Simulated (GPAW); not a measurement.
**C2H5N (SMILES C1CN1) at vdW-DF-cx/dz(dzp) (scalar-relativistic datasets)**

We compute energy and one-electron properties of C2H5N. Input form: an ASE script.

The calculation is run with GPAW 26.7.0.

3 further runs of the same task are left out: 1 that didn't finish, 2 set aside as unsound or not needed.

### Step 1. The structure to begin with

C2H5N: 8 atoms, total charge 0, spin state singlet. As SMILES, `C1CN1`. Geometry: embedded from SMILES.

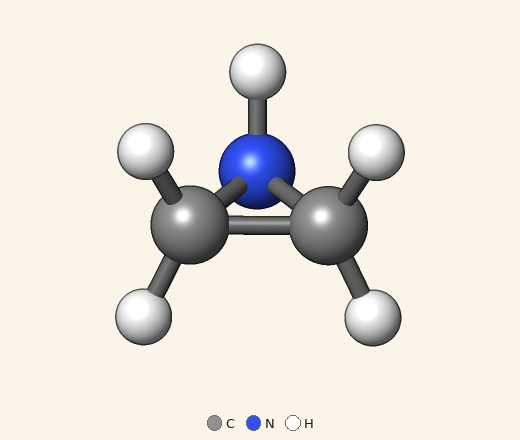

Viewed from a chosen angle; carbon grey, nitrogen blue, hydrogen white.

### Step 2. Energy and one-electron properties at vdW-DF-cx/dz(dzp) (scalar-relativistic datasets)

run.py reads:

```python
from ase import Atoms
from ase.io import write
from gpaw import GPAW
from rdkit import Chem
from rdkit.Chem import AllChem

rd = Chem.AddHs(Chem.MolFromSmiles('C1CN1'))
AllChem.EmbedMolecule(rd, randomSeed=63)
AllChem.UFFOptimizeMolecule(rd)
molecule = Atoms([a.GetSymbol() for a in rd.GetAtoms()], positions=rd.GetConformer().GetPositions())
write('start.xyz', molecule)
molecule.center(vacuum=4.0)

dft = GPAW(mode='lcao',
           basis='dz(dzp)',
           h=0.18,
           xc={'name': 'vdW-DF-cx', 'backend': 'libvdwxc'},
           maxiter=100,
           txt='-')
molecule.calc = dft

energy = molecule.get_potential_energy()
print(f'Energy                  {energy:.5f} eV')
forces = molecule.get_forces()
print('Forces (eV/Ang)')
for symbol, f in zip(molecule.symbols, forces):
    print(f'{symbol:2} {f[0]:9.4f} {f[1]:9.4f} {f[2]:9.4f}')
```

Command:

```console
$ python run.py > run.log
```

Standard output:

```text
[...]
Number of symmetries: 1
[...]
  Number of IBZ points: 1
[...]
basis functions: 34
Spin-components: 1 (collinear spins)
Bands:           15
[...]
  Valence electrons: 18.0
[...]
  Grid points: [60 60 56]
  Charge: 0.0  # |e|
[...]
    cutoffs:
[...]
occupation numbers:
  # Zero width
[...]
xc functional:
  name: vdW-DF-cx with libvdwxc
[...]
|iter     |     time |      energy | eigst |  dens |
[...]
|iter:   1| 00:00:05 |  -36.195165 |      c|       |
[...]
|iter:   9| 00:00:18 |  -34.304290c|      c| -4.39c|
Converged in 9 steps
[...]
Energy contributions relative to reference atoms: (reference = -3599.428546)
Energy contributions:
  Kinetic:          41.924224
  Coulomb:         -43.463826
  Zero:              0.352669
  External:          0.000000
  Xc:              -33.117358
  Entropy:           0.000000
  Spinorbit:         0.000000
  ----------------------------
  Free energy:     -34.304290
  Extrapolated:    -34.304290
dipole moment: (-0.006274, -0.067958, 0.416482)  # |e|*Ang
Fermi level: -2.112
Eigenvalues  # (at kpt = [0.000, 0.000, 0.000])
| band index |      eig [eV] | occ [0-2] |
|------------|---------------|-----------|
|          0 |       -24.626 |     2.000 |
|          1 |       -16.232 |     2.000 |
|          2 |       -14.872 |     2.000 |
|          3 |       -13.018 |     2.000 |
|          4 |       -11.454 |     2.000 |
|          5 |        -9.292 |     2.000 |
|          6 |        -8.395 |     2.000 |
|          7 |        -8.127 |     2.000 |
|          8 |        -5.254 |     2.000 |
|          9 |         1.029 |     0.000 |
|         10 |         2.370 |     0.000 |
|         11 |         3.005 |     0.000 |
[...]
Gap: 6.282 eV
Transition (v -> c):
[...]
Forces (eV/Ang)
C    -1.9719    0.3479    0.4496
C     1.7512   -1.0343    0.2834
N     0.4572    1.4946   -1.1462
H    -0.4639    0.2032    0.5469
H    -0.7033   -0.4827   -0.1840
H     0.5334   -0.1490    0.4986
H     0.2124   -0.8168   -0.2159
H     0.1607    0.4440   -0.1409
```

Run time: 19 s. Hardware: 1 thread of Arm Neoverse V2, shared host; peak memory 1.1 GiB.

### Step 3. What came out

At vdW-DF-cx/dz(dzp) (scalar-relativistic datasets):

| quantity | value |
| --- | --- |
| energy as printed (from the program's reference atoms) | -34.3043 eV |
| dipole moment | 2.03 D |
| HOMO energy | -5.25 eV |
| LUMO energy | 1.03 eV |
| HOMO–LUMO gap | 6.28 eV |
| largest force on an atom | 2.054 eV/Å |

The largest force is 2.05 eV/Å: the shape isn't a stationary point for this species at this level.
